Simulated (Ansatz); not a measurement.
**RPA@PBE/3-21G run of NH3 (ammonia)**

Aim: the electronic atomisation energy of NH3 (ammonia) at RPA@PBE/3-21G, from 3 runs. 

Program for the calculation: Ansatz 0.2.0.

48 further runs of the same task are left out: 48 set aside as unsound or not needed.

**1. The system as given**

NH3 has 4 atoms, charge 0, and is taken as a singlet. As SMILES, `N`. Geometry: relaxed at PBE0-D4/def2-TZVP.

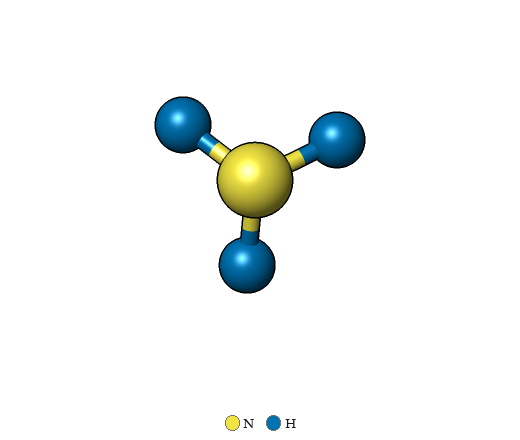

Viewed from a chosen angle; nitrogen yellow, hydrogen blue.

**2. A single-point energy at RPA@PBE/3-21G**

run.yaml reads:

```yaml
crystal:
  periodic: [false, false, false]
  atoms:
    - {symbol: N, position_ang: [-0.069910, 0.249470, 0.110930]}
    - {symbol: H, position_ang: [0.490470, -0.301820, 0.749180]}
    - {symbol: H, position_ang: [-0.887480, -0.301940, -0.118910]}
    - {symbol: H, position_ang: [0.466920, 0.354280, -0.741200]}
basis:
  gaussian: {orbitals: 3-21G.json}
hamiltonian: {xc: pbe}
correlation: {method: rpa, frozen_orbitals: {H: 0, "N": 1}}
accuracy: high
```

The basis set 3-21G is read from a file made from the Basis Set Exchange's data (not shown).

Command:

```
$ ansatz run run.yaml --threads 1 --pin off --max-ram 3480MiB --events-out events.jsonl --progress --plain --runs-dir runs
```

The program printed:

```text
Warning: RAYON_NUM_THREADS=1 ignored (pool sized by the plan → 1); use --threads N
Functional definition: PBE
  name "PBE"
  parameter kappa = 0.804
  parameter beta = 0.06672455060314922
  exchange = pbe_x(kappa = kappa, mu = beta*pi^2/3)
  correlation = pbe_c(beta = beta)
291 factors; integrals over basis functions are off by at most 5.5e-9 eV
mean field evaluation 1: about -1523.6067 eV, gradient 4.9e1 eV
mean field evaluation 2: about -1523.5851 eV, gradient 4.9e1 eV
mean field evaluation 4: about -1527.8801 eV, gradient 3.3e0 eV
mean field evaluation 8: about -1527.9037 eV, gradient 2.5e-2 eV
mean field evaluation 16: about -1527.9037 eV, gradient 1.1e-7 eV
mean field -1527.90365609 eV, -56.1494237109 hartree, gradient 4.8e-9 eV, S^2 0.000000; 0 other end points of the search recorded, 0 dependent functions left out
1 core orbitals not correlated: weight in the atoms' cores, before any rotation towards them, 1.000 or more for the frozen orbitals, at most 0.000 for the correlated occupied ones
reference -1520.22667983 eV, -55.8673000372 hartree; 4, 4 occupied and 10, 10 virtual orbitals, 291 factors
Total energy: -1525.30114518 eV, -56.0537831990 hartree
```

Wall time 0.42 s (1 thread of Intel Xeon 6975P-C (Granite Rapids), shared host).

**3. The H atom at the same level**

run.yaml reads:

```yaml
crystal:
  periodic: [false, false, false]
  atoms:
    - symbol: H
      position_ang: [0.000000, 0.000000, 0.000000]
basis:
  gaussian: {orbitals: 3-21G.json}
magnetization: {spin_polarized: true, initial_magnetization: 1}
hamiltonian: {xc: {name: PBE}}
correlation: {method: rpa, frozen_orbitals: {H: 0}}
accuracy: high
```

The basis set 3-21G is read from a file made from the Basis Set Exchange's data (not shown).

Run the same way, it converges to -0.50137 Eh (log not shown).

**4. The N atom, same level**

job.yaml reads:

```yaml
basis:
  gaussian: {orbitals: 3-21G.json}
crystal:
  periodic: [false, false, false]
  atoms:
    - {symbol: N, position_ang: [0.000000, 0.000000, 0.000000]}
magnetization: {spin_polarized: true, initial_magnetization: 3}
hamiltonian: {xc: pbe}
correlation: {method: rpa, frozen_orbitals: {"N": 1}}
accuracy: high
```

The basis set 3-21G is read from a file made from the Basis Set Exchange's data (not shown).

Run the same way, it converges to -54.18286 Eh (log not shown).

**5. Outcome**

At RPA@PBE/3-21G, 1 core orbital frozen:

| quantity | value |
| --- | --- |
| molecule: total energy | -56.05378 Eh |
| molecule: RPA correlation energy (valence) | -186.5 mEh |
| H atom: total energy | -0.50137 Eh |
| H atom: RPA correlation energy | -5.2 mEh |
| H atom: ⟨S²⟩ of the reference determinant | 0.750 |
| N atom: total energy | -54.18286 Eh |
| N atom: RPA correlation energy (valence) | -79.0 mEh |
| N atom: ⟨S²⟩ of the reference determinant | 3.751 |
| electronic atomisation energy | 9.981 eV |

**Reading.** Taking the molecule apart into free atoms costs 9.98 eV (230 kcal/mol), before zero-point energy and without spin-orbit coupling. The basis has no polarisation functions, which makes bonds too weak.
